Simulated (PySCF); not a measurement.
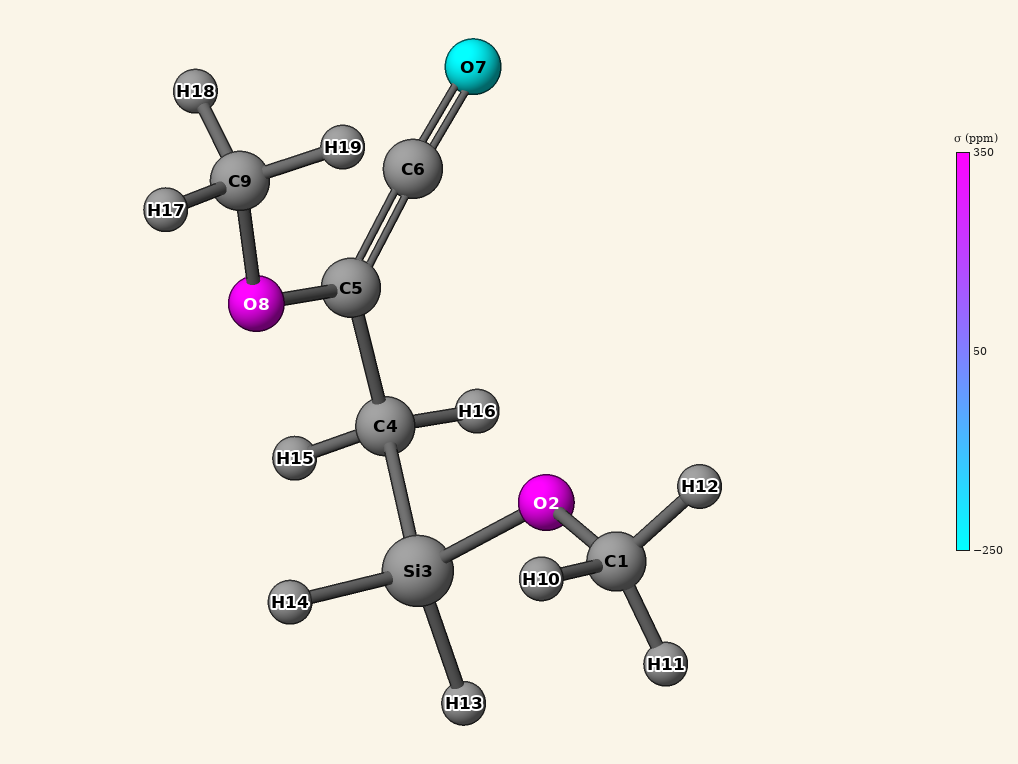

Atoms are coloured by their isotropic NMR shieldings (O only, the others grey). The geometry was computed by an optimisation with GFN2-xTB. No frequency run is at hand to confirm it as a minimum. Method: GIAO PBE0/pcSseg-1 NMR shielding, non-relativistic, gas phase (PySCF 2.14.0).

Give the isotropic NMR shieldings of the O atoms atom by atom.

```
atom  σ (ppm)
  O2    342.2
  O7   −239.1
  O8    336.8
```

The geometry is semi-empirical. Around Si such bond lengths and angles can be off by a tenth of an ångström or more and by several degrees, and values that hang on the shape move with them.
